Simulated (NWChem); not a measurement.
# CaI (SMILES [Ca][I]): UHF/STO-3G

What is the vertical ionisation energy of CaI at UHF/STO-3G? 

The calculation is run with NWChem 7.3.0.

6 further runs of the same task are left out: 1 that didn't finish, 5 set aside as unsound or not needed. Runs told in other sessions of the task aren't counted.

### 1 The molecule

The species is CaI (2 atoms), meant as a doublet with charge 0. As SMILES, `[Ca][I]`. The coordinates come from a PBE0-D4/def2-TZVP relaxation.

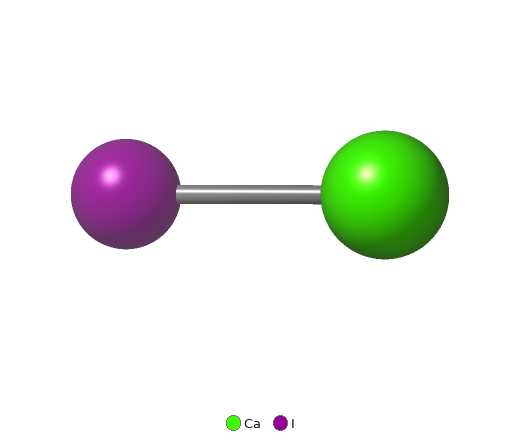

The structure, seen from a chosen angle (calcium green, iodine purple).

### 2 Energy and forces at UHF/STO-3G

run.py reads:

```python
from ase import Atoms
from ase.calculators.nwchem import NWChem

molecule = Atoms('CaI', positions=[
    [-0.000000, -0.000000, 0.051180],
    [0.000000, 0.000000, 2.876020],
])

calc = NWChem(
    label='a',
    theory='scf',
    memory='2200 mb',
    basis='STO-3G',
    basispar='spherical bse',
    scf={'nopen': '1', 'uhf': None, 'thresh': '1e-08', 'maxiter': '80', 'print': 'low'},
)
molecule.calc = calc

forces = molecule.get_forces()
print(f"energy = {molecule.get_potential_energy():.6f} eV")
print("forces (eV/A):")
for s, f in zip(molecule.symbols, forces):
    print(f"{s:2s} {f[0]:10.5f} {f[1]:10.5f} {f[2]:10.5f}")
```

Launch:

```
$ export ASE_NWCHEM_COMMAND="nwchem PREFIX.nwi > PREFIX.nwo"
$ python run.py
```

Output:

```text
energy = -204649.632243 eV
forces (eV/A):
Ca   -0.00000   -0.00000   -1.35646
I     0.00000    0.00000    1.35646
```

The calculator wrote a.nwi:

```
title "a"

permanent_dir a

scratch_dir a

start a

geometry units angstrom nocenter noautosym noautoz
  Ca -0.0000000000000000e+00 -0.0000000000000000e+00 5.1180000000000003e-02
  I  0.0000000000000000e+00 0.0000000000000000e+00 2.8760200000000000e+00
end

memory 2200 mb

basis spherical bse noprint
   * library STO-3G
end

scf
  nopen 1
  uhf
  thresh 1e-08
  maxiter 80
  print low
end

task scf gradient
```

a.nwo:

```text
Northwest Computational Chemistry Package (NWChem) 7.3.0
             --------------------------------------------------------

           Job information
           ---------------

    nwchem branch   = 7.3.0
    use scalapack   = T
    input           = a.nwi
    prefix          = a.
    data base       = a/a.db
    status          = startup
    nproc           =        1

           Memory information
           ------------------

    heap     =     72089598 doubles =      550.0 Mbytes
    stack    =     72089595 doubles =      550.0 Mbytes
    global   =    144179200 doubles =     1100.0 Mbytes (distinct from heap & stack)
    total    =    288358393 doubles =     2200.0 Mbytes
    verify   = yes
    hardfail = no

           Directory information
           ---------------------

  0 permanent = a
  0 scratch   = a

                                NWChem Input Module
                                -------------------

                                         a
                                         -

 Scaling coordinates for geometry "geometry" by  1.889725989
 (inverse scale =  0.529177249)

                             Geometry "geometry" -> ""
                             -------------------------

 Output coordinates in angstroms (scale by  1.889725989 to convert to a.u.)

  No.       Tag          Charge          X              Y              Z
 ---- ---------------- ---------- -------------- -------------- --------------
    1 Ca                  20.0000     0.00000000     0.00000000     0.05118000
    2 I                   53.0000     0.00000000     0.00000000     2.87602000

      Atomic Mass
      -----------

      Ca                39.962590
      I                126.900400

 Effective nuclear repulsion energy (a.u.)     198.5697894180

            Nuclear Dipole moment (a.u.)
            ----------------------------
        X                 Y               Z
 ---------------- ---------------- ----------------
     0.0000000000     0.0000000000   289.9834796187

            XYZ format geometry
            -------------------
     2
 geometry
 Ca                    0.00000000     0.00000000     0.05118000
 I                     0.00000000     0.00000000     2.87602000

 ==============================================================================
                                internuclear distances
 ------------------------------------------------------------------------------
       center one      |      center two      | atomic units |  angstroms
 ------------------------------------------------------------------------------
    2 I                |   1 Ca               |     5.33817  |     2.82484
 ------------------------------------------------------------------------------
                         number of included internuclear distances:          1
 ==============================================================================

                                 NWChem SCF Module
                                 -----------------

                                         a

  ao basis        = "ao basis"
  functions       =    40
  atoms           =     2
  alpha electrons =    37
  beta  electrons =    36
  charge          =   0.00
  wavefunction    = UHF
  input vectors   = atomic
  output vectors  = a/a.movecs
  use symmetry    = F
  symmetry adapt  = F

 Forming initial guess at       0.0s

 Starting SCF solution at       0.2s

       Final UHF  results
       ------------------

         Total SCF energy =  -7520.735329669187
      One electron energy = -10762.491964085391
      Two electron energy =   3043.186844998156
 Nuclear repulsion energy =    198.569789418048

                       Sz =      0.5000
                 Sz(Sz+1) =      0.7500
                      S^2 =      0.7531

        Time for solution =      3.9s

                              NWChem Gradients Module
                              -----------------------

                         UHF ENERGY GRADIENTS

    atom               coordinates                        gradient
                 x          y          z           x          y          z
   1 Ca      0.000000   0.000000   0.096716    0.000000   0.000000   0.026379
   2 I       0.000000   0.000000   5.434890   -0.000000  -0.000000  -0.026379

 Task  times  cpu:        5.8s     wall:        5.8s
 Total times  cpu:        5.9s     wall:        5.9s
```

It took 7.2 s on 1 thread of Intel Xeon Platinum 8223CL at 3.00GHz (Skylake/Cascade Lake), shared host; peak memory 0.1 GiB.

### 3 The singlet cation: the energy at HF/STO-3G

work.nw reads:

```
start work
memory 2200 mb
charge 1
geometry noautosym nocenter noautoz
  Ca     0.000000     0.000000     0.051180
  I      0.000000     0.000000     2.876020
end
basis spherical bse
  * library STO-3G
end
scf
  thresh 1e-08
  maxiter 80
  print medium
end
task scf
```

Launch:

```
$ nwchem work.nw > work.out
```

Output:

```text
[...]
  functions       =    40
[...]
  wavefunction    = RHF
[...]
         Total SCF energy =  -7520.564325352071
      One-electron energy = -10745.335319982181
      Two-electron energy =   3026.201205212062
 Nuclear repulsion energy =    198.569789418048
        Time for solution =      3.3s
[...]
```

It took 4.2 s on 1 thread of Intel Xeon Platinum 8223CL at 3.00GHz (Skylake/Cascade Lake), shared host; peak memory 0.099 GiB.

### 4 Summary of results

Level: UHF/STO-3G.

```
                                          quantity           value
                         doublet CaI: total energy  -7520.73533 Eh
                                 doublet CaI: ⟨S²⟩           0.753
             doublet CaI: largest force on an atom      1.356 eV/Å
                      singlet cation: total energy  -7520.56433 Eh
                       singlet cation: HOMO energy       -11.40 eV
                       singlet cation: LUMO energy        -4.45 eV
                     singlet cation: HOMO–LUMO gap         6.95 eV
vertical ionisation energy (to the singlet cation)        4.653 eV
```

In words: The vertical ionisation energy comes to 4.65 eV (449 kJ/mol). The largest force (doublet CaI) is 1.36 eV/Å: the shape isn't a stationary point for this species at this level. Only the singlet of the ionised species was computed; a triplet could lie lower. In a minimal basis such a difference can be off by several eV, whatever the method. Relativity is left out (doublet CaI) although the molecule holds a heavy atom. Relativity is left out (singlet cation) although the molecule holds a heavy atom.
